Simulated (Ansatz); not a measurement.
# The perfect Ir wire along [100], 4 atoms a period, part 2 of 2

What gap, if any, does the Ir wire along [100], 4 atoms a period have, and how many channels would it open?

Ansatz 0.2.0; DFT PBE, plane waves, PAW; relaxation of a wire's period; PAW set soft_1 (the session's first sound run).

So far: Starting point; Relaxing the period.

## (2) Relaxing the period (continued)

Step by step:

```csv
step,energy less that of the first step (eV),largest force component (eV/Å),pressure (GPa),volume (Å³)
1,0.0000,2.6700,-6.10,295.28
2,-1.2870,1.8367,2.87,290.49
3,-1.3934,0.9047,-1.72,284.62
4,-1.4867,0.1611,-0.04,283.71
5,-1.4962,0.1403,-0.05,285.63
6,-1.4895,0.2455,0.12,293.04
7,-1.5050,0.0055,0.03,289.14
8*,-1.5043,0.0057,0.03,289.14
```

Relaxation steps marked * repeat the geometry before them on a plane-wave basis chosen anew for their cell, so energy and pressure can jump there. Relaxation step 6 was tried and not accepted.

Forces are held to the 16 operations that the run works with; a distortion that breaks them can't arise in this run.

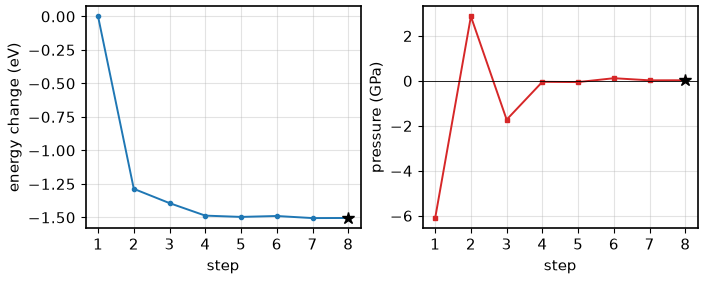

Energy and pressure along the relaxation. Stars mark steps on a basis chosen anew.

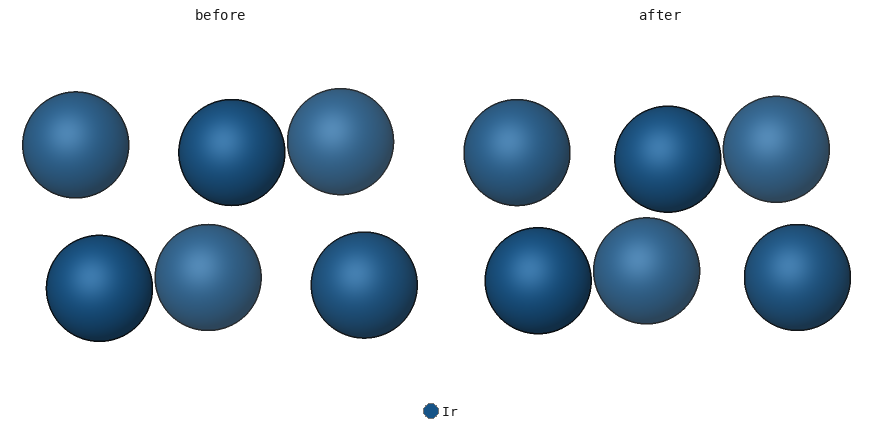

The structure before and after the relaxation, drawn at the same scale.

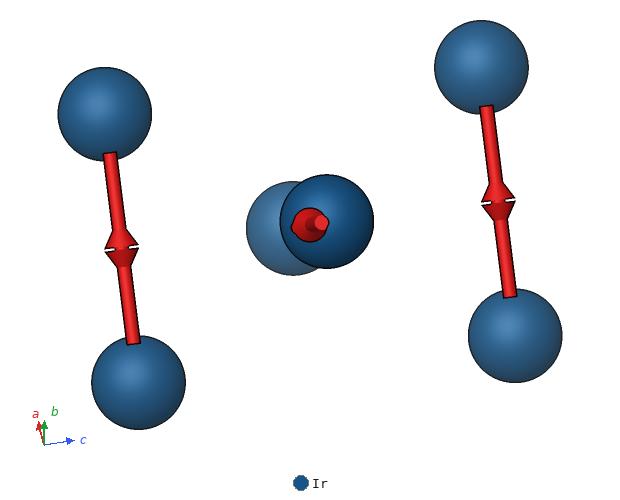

Displacements in the relaxation, exaggerated, measured against the changing cell; the longest in the cell stands for 0.15 Å. Some periodic images of atoms are drawn too.

```
cell as run  before  after  change
      c (Å)   3.870  3.789  -2.1 %
```

The atoms that moved most (Å, along periodic axes as changes of fractional coordinates times the final cell, across vacuum about the mean position):

| atom | dx | dy | dz | length |
| --- | --- | --- | --- | --- |
| Ir1 | 0.103 | 0.103 | 0.000 | 0.146 |
| Ir2 | -0.103 | -0.103 | 0.000 | 0.146 |
| Ir3 | 0.103 | -0.103 | 0.000 | 0.146 |
| Ir4 | -0.103 | 0.103 | 0.000 | 0.146 |

Final coordinates:

```cif
data_structure
_symmetry_space_group_name_H-M 'P 1'
_symmetry_Int_Tables_number 1
_cell_length_a 8.7350
_cell_length_b 8.7350
_cell_length_c 3.7895
_cell_angle_alpha 90.000
_cell_angle_beta 90.000
_cell_angle_gamma 90.000
_cell_volume 289.14
loop_
_atom_site_label
_atom_site_type_symbol
_atom_site_fract_x
_atom_site_fract_y
_atom_site_fract_z
_atom_site_occupancy
Ir1 Ir 0.40103 0.40103 0.00000 1
Ir2 Ir 0.59897 0.59897 0.00000 1
Ir3 Ir 0.40103 0.59897 0.50000 1
Ir4 Ir 0.59897 0.40103 0.50000 1
```

Numbers from this step:

```yaml
energy_at_zero_smearing: -47736.0210 eV
cell_length_along_the_wire: 3.789 Å
```

The cell's length comes to 3.789 Å with spin left out.

## (3) Bands of the perfect wire

This step: DFT PBE, plane waves, PAW; bands of a perfect wire; PAW set soft_1 (Ansatz 0.2.0).

At the relaxed period the bands are computed along the axis; those that cross an energy going forward count the channels that a perfect wire would open there.

Contents of input.yaml:

```yaml
crystal:
  lattice:
    - [8.735, 0.0, 0.0]
    - [0.0, 8.735, 0.0]
    - [0.0, 0.0, 3.7894901]
  atoms:
    - { symbol: Ir, position: [0.401032138, 0.401032138, 0.0] }
    - { symbol: Ir, position: [0.598967862, 0.598967862, 0.0] }
    - { symbol: Ir, position: [0.401032138, 0.598967862, 0.5] }
    - { symbol: Ir, position: [0.598967862, 0.401032138, 0.5] }
kpoints:
  mp_grid: { grid: [1, 1, 22] }
  band_path: { path: ["Γ", Z], npoints: 90 }
scf:
  occupations: { method: fermi_dirac, width: 0.05 }
hamiltonian:
  xc: pbe
  pseudopotentials: { kind: paw, azcp: { folder: soft_1 } }
output:
  dos: { e_range: [-5, 4] }
  write_potential: true
  write_density: true
  volumetric_format: npy
```

Started as:

```
ansatz run input.yaml --threads 4 --pin off --max-ram 16384MiB --backend cpu --events-out ev --progress --plain --runs-dir out
```

Numbers of over 12 decimals in the logs are rounded to 6 here.

What it wrote:

```text
[...]
Crystal: 4 atoms, lattice volume = 289.139 Å³
Basis set: ecut = 420 eV, 5653 PW (Γ)
Bands: 41, of which v1, the nominal top of the filled ones, is band 34 counted from 1 (33 counted from 0)
Symmetry: 16 space group operations
[...]
k-points: 12 of 22
[...]
SCF iter   1: F=—  HF=-47738.690951 eV  |F-HF|=—  |Δ(HF+E_count)|=         —  Δρ=3.69e-2  dr2=1.03e1  ethr=3.10e-3  ⟨swp⟩=7.9  Hψ=2119  notcnv=0
[...]
SCF iter  10: F=-47736.060392 eV  HF=-47736.060392 eV  |F-HF|=1.33e-8  |Δ(HF+E_count)|=   5.78e-7  Δρ=3.55e-6  dr2=2.98e-8  ethr=1.47e-10  ⟨swp⟩=3.1  Hψ=1502  notcnv=0
SCF 1 converged in 10 iterations: F = -47736.060392 eV  dr2 = 2.98e-8
[...]
NSCF: frozen V_eff on 91 k-points
WARN: The output density's exchange-correlation potential varies sharply where the density is thin. Do not read a vacuum level from v_tot or v_xc, or from such a field of the output density. On a cell that repeats whose density bears no net charge and no dipole along the vacuum's axis use v_es (v_loc + v_h of the components); under efield.dipole_correction with no amplitude use v_es + v_field, which holds any externa [...]
SCF converged after 10 iterations
Free energy (F): -47736.060392 eV
[...]
Internal energy: -47735.981874 eV  (E = F + TS)
E sigma→0 (E₀):  -47736.021133 eV
Entropy (-TS):   -0.078518 eV (-19.629 meV/atom)
Fermi energy:    1.431840 eV
[...]
--- Band table (eV; the first three rows and the last of 12) ---
  k-point 0: bands = [... 30 lower, 1.0333, 1.2043, 1.2043, 1.2196, 1.3679, 1.3679, 1.5896, 1.5896, ... 3 higher]
  k-point 1: bands = [... 30 lower, 1.0355, 1.1526, 1.1526, 1.2763, 1.4195, 1.4195, 1.5850, 1.5850, ... 3 higher]
  k-point 2: bands = [... 30 lower, 1.0420, 1.0787, 1.0787, 1.3889, 1.4981, 1.4981, 1.5782, 1.5782, ... 3 higher]
  k-point 11: bands = [... 30 lower, 0.1871, 0.1871, 1.0364, 1.0364, 1.8172, 1.8172, 1.9060, 1.9060, ... 3 higher]
```

It took 8.7 s on 4 threads of Arm Neoverse V1, shared host; peak memory 0.81 GiB.

Reading the cycles: dr2 is the Hartree energy of the density residual (eV), the measure of convergence; HF is the Harris–Foulkes estimate of the energy, which meets the free energy F at convergence.

Numbers from this step:

* energy at zero smearing: -47736.0211 eV
* band gap: 0 eV

Electronic bands along the path, in eV, zero at the Fermi level:

```csv
point,band 31,band 32,band 33,band 34,band 35,band 36,band 37,band 38
Γ,-0.40,-0.23,-0.23,-0.21,-0.06,-0.06,0.16,0.16
Z,-1.24,-1.24,-0.40,-0.40,0.39,0.39,0.47,0.47
```

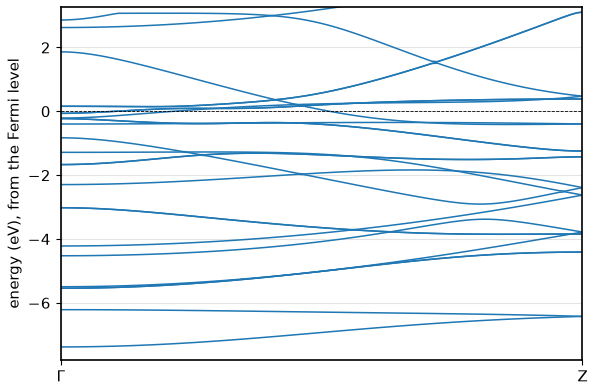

Electronic bands along the path.

Between Γ and Z the bands cross the Fermi level 4 times, so a perfect wire would conduct at least 4 G₀, with spin left out.

## (4) Summary of results

```json
{"cell length, PBE": "3.789 Å", "ballistic conductance by band crossings, a lower bound, PBE": "4 G₀"}
```

Under PBE the cell's length is 3.79 Å, and the bands cross the Fermi level 4 times between Γ and Z, which gives a perfect wire at least 4 G₀ (opposite crossings within one step of the path cancel in such a count). No spin was allowed, though thin wires with open d shells can turn magnetic. Spin-orbit coupling is left out, which matters for the bands of heavy atoms.

[Logs are printed without paths, hosts, clocks, repeated set-up lines and the standing remarks that a program may print on its own settings, such as how far it seeks lower states.]

[Hosts, paths, dates, database ids (printed as entryN), source tags and the programs' standing remarks are cut or masked in the printed files.]
